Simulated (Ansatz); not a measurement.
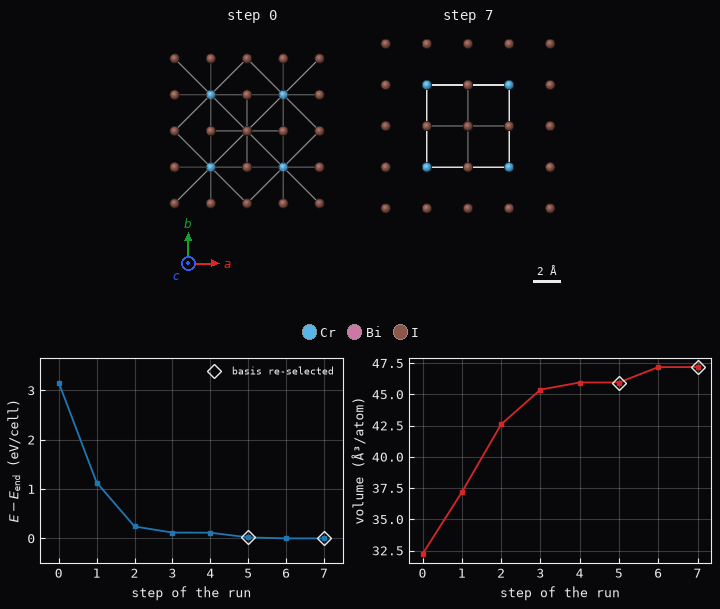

First and last geometry of a relaxation of solid CrBiI3 (built on the cubic perovskite type) (coarse preliminary run), with the history of the run. The picture is a ball-and-stick view of the cell of the calculation, seen along the c axis.

Case: cubic perovskite type (Pm-3m, No. 221).

These are results of DFT PBE, scalar-relativistic, plane waves, PAW in Ansatz, not measurements.

Input file:
```yaml
crystal:
  lattice:
    - [5.4416452856, 0.0, 0.0]
    - [0.0, 5.4416452856, 0.0]
    - [0.0, 0.0, 5.4416452856]
  atoms:
    - { symbol: Cr, position: [0.0, 0.0, 0.0], spin: 5.48 }
    - { symbol: Bi, position: [0.5, 0.5, 0.5], spin: 0.16 }
    - { symbol: I, position: [0.0, 0.5, 0.5] }
    - { symbol: I, position: [0.5, 0.0, 0.5] }
    - { symbol: I, position: [0.5, 0.5, 0.0] }
basis:
  ecutwfc: 420
kpoints:
  mp_grid: { grid: [4, 4, 4] }
hamiltonian:
  xc: pbe
scf:
  occupations: { method: gaussian, width: 0.1 }
  lower_state_search: "off"
output:
  forces: true
  stress: true
  eigenvalues: true
  populations: true
magnetization:
  spin_polarized: true
relax:
  adjacent_minimum: "off"
  f_tol: 0.04
  max_steps: 70
  cell: { stress_tol: 0.4 }
```

Command:
```bash
ansatz run input.yaml --threads 1 --pin off --max-ram 2560MiB --backend cpu --events-out ev --progress --plain --runs-dir out
```

Question: Read the history and describe the run.

Answer: It converged. No atom moves by more than 0.005 Å relative to the cell. The drawn cell changes as follows: a = b = c 5.442 → 6.179 Å (+13.6 %); the volume changes by +46.4 %. Near-neighbour distances that change, for instance: Cr1–I3 3.848 → 4.369 Å, Bi2–I3 2.721 → 3.090 Å. The space group stays Pm-3m (No. 221). The energy falls by 3.157 eV per cell of the calculation in 5 accepted moves (7 points after the start). All forces vanish by symmetry, so only the cell relaxes. Pressure: 18.68 GPa at the start and 0.28 GPa at the end. At 2 points the geometry stayed and the basis and grid were re-selected for the new cell (energy shift of 94.1 meV per cell of the calculation at most each time).
